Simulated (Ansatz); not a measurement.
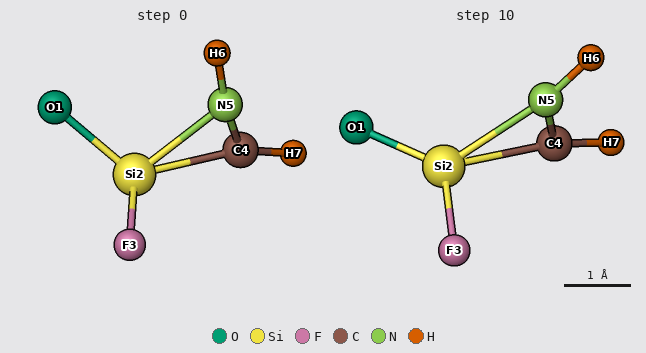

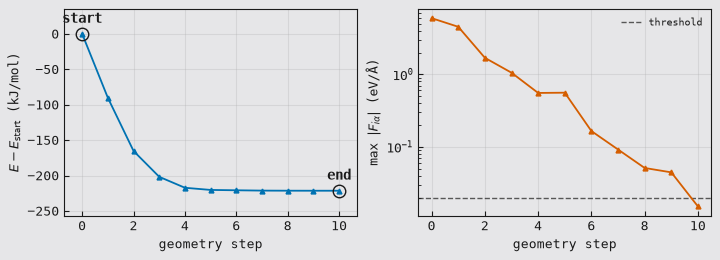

First and last geometry of a relaxation of CH2FNOSi, with the history of the run. The picture is a ball-and-stick view, seen at a tilt.

The run prepares an end point of a later path (hydrogen shift) calculation, from a guessed geometry.

The calculation used RKS B3LYP/def2-SVP (Ansatz 0.2.0).

Input file:
```yaml
crystal:
  periodic: [false, false, false]
  atoms:
    - { symbol: O, position_ang: [-0.9022, -0.4192, 1.4593] }
    - { symbol: Si, position_ang: [0.1076, -0.6674, 0.2166] }
    - { symbol: F, position_ang: [1.5368, -0.903, 0.8073] }
    - { symbol: C, position_ang: [0.1196, 0.1523, -1.3243] }
    - { symbol: "N", position_ang: [0.1727, 1.0316, -0.459] }
    - { symbol: H, position_ang: [-0.00177, 1.86746, 0.13471] }
    - { symbol: H, position_ang: [-0.0098, 0.1485, -2.4053] }
basis:
  gaussian: { orbitals: def2-SVP }
hamiltonian:
  xc: b3lyp
relax:
  f_tol: 0.02
  max_steps: 50
output:
  orbitals: {}
```

Command:
```bash
ansatz run input.yaml --threads 2 --pin off --max-ram 3072MiB --backend cpu --events-out ev --progress --plain --runs-dir out
```

### Did the run converge, and what did it change?

It converged. H6 moves most after the best rigid fit: 0.79 Å. Largest moves by element: H 0.79 Å, O 0.64 Å, Si 0.32 Å, N 0.18 Å, C 0.18 Å, F 0.09 Å. Among the contacts that change: Si2–C4 1.745 → 1.850 Å, Si2–N5 1.830 → 1.927 Å, O1–Si2 1.620 → 1.529 Å, C4–N5 1.235 → 1.291 Å. Among the angles between lasting bonds that change: Si2–N5–H6 122.0° → 167.3°, C4–N5–H6 164.8° → 125.4°, O1–Si2–N5 99.4° → 125.0°. Over 10 geometry steps the energy falls by 221.5 kJ/mol. Largest force component: 6 eV/Å at the start, 0.015 eV/Å at the end.
